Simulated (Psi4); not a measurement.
CH$_{3}$Cl$_{3}$Si: single-point calculation

System: CH$_{3}$Cl$_{3}$Si, SMILES C[Si](Cl)(Cl)Cl.
Method: DSD-PBEP86/cc-pVDZ, RKS (Psi4 1.11).

The geometry comes from this level: PBE0-D4/def2-TZVP.

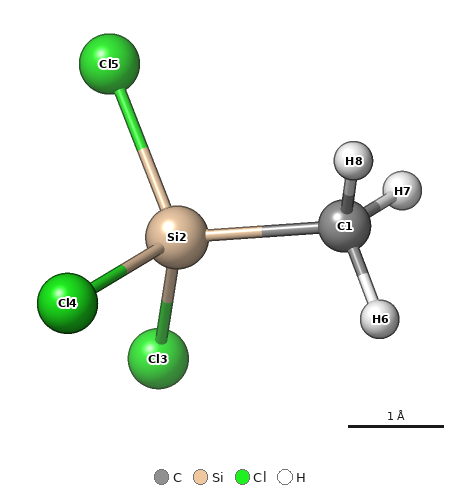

*The structure (ball-and-stick view, seen at a tilt; atoms are numbered from 1 in the order of the input).*

Bond lengths as drawn: Cl–Si 2.04 Å, C–H 1.09 Å and C–Si 1.84 Å.

Input file (input.in)
```
memory 1.6 GB

molecule m {
  0 1
  C
  Si 1 1.84066
  Cl 2 2.038792 1 110.65057
  Cl 2 2.038784 1 110.65206 3 120.00353
  Cl 2 2.038879 1 110.64618 3 -119.99857
  H 1 1.091836 2 109.96661 4 59.96902
  H 1 1.091886 6 108.97412 2 -120.60704
  H 1 1.091868 6 108.96984 7 -118.79801
  symmetry c1
}

set {
  puream               true
  e_convergence        1e-09
  d_convergence        1e-08
  scf_type             pk
  dft_radial_points    99
  dft_spherical_points 590
  num_frozen_docc      21
}

energy("dsd-pbep86/cc-pVDZ")
print_variables()
```

Launched with:
```bash
psi4 input.in input.out -n 1
```

Output
```
Psi4 1.11 release

   => Loading Basis Set <=

    Name: CC-PVDZ
    Role: ORBITAL
    Keyword: BASIS

         ---------------------------------------------------------
                                   SCF
                              RKS Reference
                        1 Threads,   1525 MiB Core
         ---------------------------------------------------------

  ==> Geometry <==

    Molecular point group: c1
    Full point group: C1

    Geometry (in Angstrom), charge = 0, multiplicity = 1:

       Center              X                  Y                   Z               Mass
    ------------   -----------------  -----------------  -----------------  -----------------
         C            0.000052710405    -0.000028221564    -2.156039048411    12.000000000000
         SI           0.000052710405    -0.000028221564    -0.315379048411    27.976926534650
         CL           0.000052710405    -1.907825044799     0.403637015746    34.968852682000
         CL           1.652171775701     0.953958886690     0.403683806998    34.968852682000
         CL          -1.652289823174     0.953897199772     0.403521514182    34.968852682000
         H            0.889083518898    -0.512596679705    -2.528870978595     1.007825032230
         H           -0.888431724417    -0.513603258512    -2.528934647069     1.007825032230
         H           -0.000475610822     1.026242326602    -2.528791261373     1.007825032230

  Running in c1 symmetry.

  Rotational constants: A =      0.05864  B =      0.05863  C =      0.04378 [cm^-1]
  Rotational constants: A =   1757.84406  B =   1757.79721  C =   1312.58358 [MHz]
  Nuclear repulsion =  440.297365594422615

  Charge       = 0
  Multiplicity = 1
  Electrons    = 74
  Nalpha       = 37
  Nbeta        = 37

  ==> Algorithm <==

  SCF Algorithm Type is PK.
  DIIS enabled.
  MOM disabled.
  Fractional occupation disabled.
  Guess Type is SAD.
  Energy threshold   = 1.00e-09
  Density threshold  = 1.00e-08
  Integral threshold = 1.00e-12

  ==> Primary Basis <==

  Basis Set: CC-PVDZ
    Blend: CC-PVDZ
    Number of shells: 47
    Number of basis functions: 101
    Number of Cartesian functions: 106
    Spherical Harmonics?: true
    Max angular momentum: 2

  ==> DFT Potential <==

   => LibXC <=

    Version 7.1.2

   => Composite Functional: DSD-PBEP86 <=

    DSD-PBEP86 SCS Double Hybrid XC Functional (not dispersion corrected)

    Deriv               =              1
    GGA                 =           TRUE
    Meta                =          FALSE

    Exchange Hybrid     =           TRUE
    MP2 Hybrid          =           TRUE

   => Exchange Functionals <=

    0.2800     XC_GGA_X_PBE

   => Exact (HF) Exchange <=

    0.7200               HF

   => Correlation Functionals <=

    0.4400     XC_GGA_C_P86

   => MP2 Correlation <=

    MP2 SCS Hybrid      =           TRUE
    MP2 OS Alpha        =       0.510000
    MP2 SS Alpha        =       0.360000

   => LibXC Density Thresholds  <==

    XC_GGA_C_P86:  1.00E-15
    XC_GGA_X_PBE:  1.00E-15

   => Molecular Quadrature <=

    Radial Scheme          =       TREUTLER
    Pruning Scheme         =           NONE
    Nuclear Scheme         =       TREUTLER

    Blocking Scheme        =         OCTREE
    BS radius alpha        =              1
    Pruning alpha          =              1
    Radial Points          =             99
    Spherical Points       =            590
    Total Points           =         434586
    Total Blocks           =           3129
    Max Points             =            256
    Max Functions          =            101
    Weights Tolerance      =       1.00E-15

  ==> Integral Setup <==

  Using in-core PK algorithm.
   Calculation information:
      Number of atoms:                   8
      Number of AO shells:              47
      Number of primitives:            237
      Number of atomic orbitals:       106
      Number of basis functions:       101

      Integral cutoff                 1.00e-12
      Number of threads:                 1

  Performing in-core PK
  Using 26537952 doubles for integral storage.
  We computed 598480 shell quartets total.
  Whereas there are 636756 unique shell quartets.

  ==> DiskJK: Disk-Based J/K Matrices <==

    J tasked:                  Yes
    K tasked:                  Yes
    wK tasked:                  No
    Memory [MiB]:              793
    Schwarz Cutoff:          1E-12

  Cached 25.0% of DFT collocation blocks in 0.267 [GiB].

  Minimum eigenvalue in the overlap matrix is 7.4080933559E-03.
  Reciprocal condition number of the overlap matrix is 1.4560038114E-03.
    Using symmetric orthogonalization.

  ==> Pre-Iterations <==

  SCF Guess: Superposition of Atomic Densities via on-the-fly atomic UHF (no occupation information).

   -------------------------
    Irrep   Nso     Nmo
   -------------------------
     A        101     101
   -------------------------
    Total     101     101
   -------------------------

  ==> Iterations <==

                        Total Energy        Delta E     RMS |[F,P]|

   @RKS iter SAD: -1708.30072746975725   -1.70830e+03   0.00000e+00
   @RKS iter   1: -1708.34966710361937   -4.89396e-02   4.10295e-03 DIIS/ADIIS
   @RKS iter   2: -1708.41583827103182   -6.61712e-02   2.33900e-03 DIIS/ADIIS
   @RKS iter   3: -1708.44490561201155   -2.90673e-02   2.23613e-04 DIIS/ADIIS
   @RKS iter   4: -1708.44533266306280   -4.27051e-04   7.50126e-05 DIIS
   @RKS iter   5: -1708.44537517996014   -4.25169e-05   1.23813e-05 DIIS
   @RKS iter   6: -1708.44537624732880   -1.06737e-06   6.07599e-06 DIIS
   @RKS iter   7: -1708.44537646964159   -2.22313e-07   5.79357e-07 DIIS
   @RKS iter   8: -1708.44537647369316   -4.05157e-09   1.36921e-07 DIIS
   @RKS iter   9: -1708.44537647387688   -1.83718e-10   2.72967e-08 DIIS
   @RKS iter  10: -1708.44537647388620   -9.32232e-12   6.13393e-09 DIIS
  Energy and wave function converged.

  ==> Post-Iterations <==

   Electrons on quadrature grid:
      Ntotal   =   73.9999997366 ; deviation = -2.634e-07

    Orbital Energies [Eh]
    ---------------------

    Doubly Occupied:

       1A   -103.689328     2A   -103.689324     3A   -103.689311
       4A    -67.974392     5A    -10.880550     6A    -10.192278
       7A    -10.192264     8A    -10.192251     9A     -7.756701
      10A     -7.756696    11A     -7.756682    12A     -7.752772
      13A     -7.752768    14A     -7.752754    15A     -7.752740
      16A     -7.752736    17A     -7.752721    18A     -5.951393
      19A     -4.142407    20A     -4.142406    21A     -4.139820
      22A     -1.060209    23A     -1.015622    24A     -1.015606
      25A     -0.900695    26A     -0.649169    27A     -0.557479
      28A     -0.557476    29A     -0.512698    30A     -0.511779
      31A     -0.511775    32A     -0.455591    33A     -0.455589
      34A     -0.427962    35A     -0.427954    36A     -0.420266
      37A     -0.415545

    Virtual:

      38A      0.103977    39A      0.127719    40A      0.127731
      41A      0.133723    42A      0.189306    43A      0.189309
      44A      0.197546    45A      0.333648    46A      0.358947
      47A      0.358950    48A      0.399145    49A      0.399149
      50A      0.415680    51A      0.466777    52A      0.466784
      53A      0.535787    54A      0.579524    55A      0.579552
      56A      0.627866    57A      0.675611    58A      0.675620
      59A      0.734712    60A      0.743310    61A      0.743321
      62A      0.753183    63A      0.753189    64A      0.755705
      65A      0.817779    66A      0.853827    67A      0.853835
      68A      0.856617    69A      0.865337    70A      0.874596
      71A      0.874608    72A      0.903204    73A      0.903461
      74A      0.903464    75A      0.959080    76A      0.959090
      77A      0.992964    78A      0.993399    79A      0.993408
      80A      1.030341    81A      1.158849    82A      1.158856
      83A      1.159041    84A      1.292443    85A      1.308284
      86A      1.308328    87A      1.463866    88A      1.463887
      89A      1.491518    90A      1.549926    91A      1.778070
      92A      1.786639    93A      1.786670    94A      1.894432
      95A      1.894462    96A      2.097446    97A      2.297483
      98A      2.297515    99A      2.619017   100A      2.651717
     101A      2.651783

    Final Occupation by Irrep:
              A
    DOCC [    37 ]
    NA   [    37 ]
    NB   [    37 ]

  @RKS Final Energy: -1708.44537647388620

   => Energetics <=

    Nuclear Repulsion Energy =            440.2973655944226152
    One-Electron Energy =               -3237.7687930424622209
    Two-Electron Energy =                1120.8924161013112553
    DFT Exchange-Correlation Energy =     -31.8663651271576498
    Empirical Dispersion Energy =           0.0000000000000000
    VV10 Nonlocal Energy =                  0.0000000000000000
    Total Energy =                      -1708.4453764738861992

Computation Completed

Properties will be evaluated at   0.000000,   0.000000,   0.000000 [a0]

Properties computed using the SCF density matrix

 Multipole Moments:

 ------------------------------------------------------------------------------------
     Multipole            Electronic (a.u.)      Nuclear  (a.u.)        Total (a.u.)
 ------------------------------------------------------------------------------------

 L = 1.  Multiply by 2.5417464519 to convert [e a0] to [Debye]
 Dipole X            :          0.0000505            0.0002261            0.0002767
 Dipole Y            :         -0.0001068            0.0000107           -0.0000961
 Dipole Z            :          7.3338849           -8.2275239           -0.8936390
 Magnitude           :                                                    0.8936390

 ------------------------------------------------------------------------------------

	total time  =         32 seconds =       0.53 minutes

   => Loading Basis Set <=

    Name: (CC-PVDZ AUX)
    Role: RIFIT
    Keyword: DF_BASIS_MP2

	 --------------------------------------------------------
	                          DF-MP2
	      2nd-Order Density-Fitted Moller-Plesset Theory
	              RMP2 Wavefunction,   1 Threads

	 --------------------------------------------------------

   => Auxiliary Basis Set <=

  Basis Set: (CC-PVDZ AUX)
    Blend: CC-PVDZ-RI
    Number of shells: 132
    Number of basis functions: 402
    Number of Cartesian functions: 471
    Spherical Harmonics?: true
    Max angular momentum: 3

	 --------------------------------------------------------
	                 NBF =   101, NAUX =   402
	 --------------------------------------------------------
	   CLASS    FOCC     OCC    AOCC    AVIR     VIR    FVIR
	   PAIRS      21      37      16      64      64       0
	 --------------------------------------------------------

	-----------------------------------------------------------
	 ==================> DF-MP2 Energies <====================
	-----------------------------------------------------------
	 Reference Energy          =   -1708.4453764738861992 [Eh]
	 Singles Energy            =      -0.0000000000000000 [Eh]
	 Same-Spin Energy          =      -0.1893322885210554 [Eh]
	 Opposite-Spin Energy      =      -0.5251419006213081 [Eh]
	 Correlation Energy        =      -0.7144741891423634 [Eh]
	 Total Energy              =   -1709.1598506630284646 [Eh]
	-----------------------------------------------------------
	 ================> DF-SCS-MP2 Energies <==================
	-----------------------------------------------------------
	 SCS Same-Spin Scale       =       0.3600000000000000 [-]
	 SCS Opposite-Spin Scale   =       0.5100000000000000 [-]
	 SCS Same-Spin Energy      =      -0.0681596238675799 [Eh]
	 SCS Opposite-Spin Energy  =      -0.2678223693168671 [Eh]
	 SCS Correlation Energy    =      -0.6932810435859215 [Eh]
	 SCS Total Energy          =   -1709.1386575174722111 [Eh]
	-----------------------------------------------------------

    DSD-PBEP86 Energy Summary
    -------------------------
    DFT Reference Energy                  = -1708.4453764738861992
    Scaled MP2 Correlation                =    -0.3359819931844470
    @Final double-hybrid DFT total energy = -1708.7813584670707314

	total time  =          0 seconds =       0.00 minutes

  Variable Map:
  ----------------------------------------------------------------------------
  "CURRENT ENERGY"                             =>   -1708.781358467071
  "CURRENT REFERENCE ENERGY"                   =>   -1708.445376473886
  "DD SOLVATION ENERGY"                        =>       0.000000000000
  "DFT FUNCTIONAL TOTAL ENERGY"                =>   -1708.445376473886
  "DFT TOTAL ENERGY"                           =>   -1708.781358467071
  "DFT VV10 ENERGY"                            =>       0.000000000000
  "DFT XC ENERGY"                              =>     -31.866365127158
  "DOUBLE-HYBRID CORRECTION ENERGY"            =>      -0.335981993184
  "DSD-PBEP86 DOUBLE-HYBRID CORRECTION ENERGY" =>      -0.335981993184
  "DSD-PBEP86 TOTAL ENERGY"                    =>   -1708.781358467071
  "GRID ELECTRONS ALPHA"                       =>      36.999999868312
  "GRID ELECTRONS BETA"                        =>      36.999999868312
  "GRID ELECTRONS TOTAL"                       =>      73.999999736623
  "NUCLEAR REPULSION ENERGY"                   =>     440.297365594423
  "ONE-ELECTRON ENERGY"                        =>   -3237.768793042462
  "PCM POLARIZATION ENERGY"                    =>       0.000000000000
  "PE ENERGY"                                  =>       0.000000000000
  "SCF ITERATION ENERGY"                       =>   -1708.445376473886
  "SCF ITERATIONS"                             =>      10.000000000000
  "SCF TOTAL ENERGY"                           =>   -1708.445376473886
  "TWO-ELECTRON ENERGY"                        =>    1120.892416101311
  "XC GRID RADIAL POINTS"                      =>      99.000000000000
  "XC GRID SPHERICAL POINTS"                   =>     590.000000000000
  "XC GRID TOTAL POINTS"                       =>  434586.000000000000

  Array Variable Map:
  ----------------------------------------------------------------------------
  "CURRENT DIPOLE"                             =>       0.000276660698 ... -0.893638959570 1 by 3
  "SCF DIPOLE"                                 =>       0.000276660698 ... -0.893638959570 1 by 3
  "SCF TOTAL ENERGIES"                         =>   -1708.300727469757 ... -1708.445376473886 1 by 11

    Psi4 run time: 0:00:32.92
```

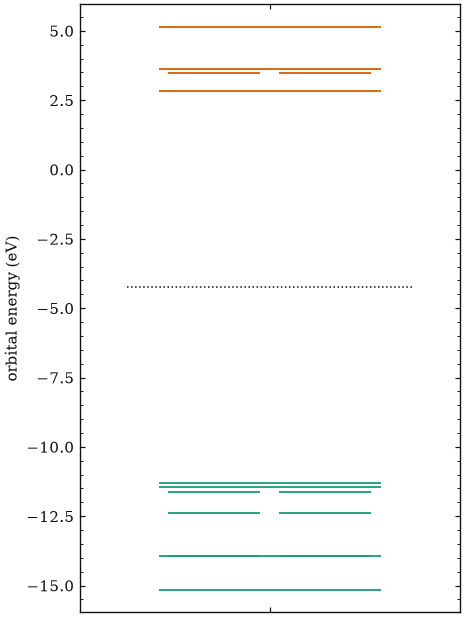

*Orbital energies near the frontier; the dotted line parts filled from empty levels, and levels within 0.02 eV of each other stand side by side.*

Highest filled −11.31 eV, lowest empty 2.83 eV, 14.14 eV apart.

Key numbers

- outcome: converged
- total energy: −1708.781358 hartree
- SCF energy: −1708.445376 hartree
- basis functions: 101
- HOMO: −11.31 eV
- LUMO: 2.83 eV
- hardware: 1 thread of Intel Xeon (Granite Rapids), 64 GiB of memory available, shared host
- wall time: 34 s
- peak memory: 0.79 GiB
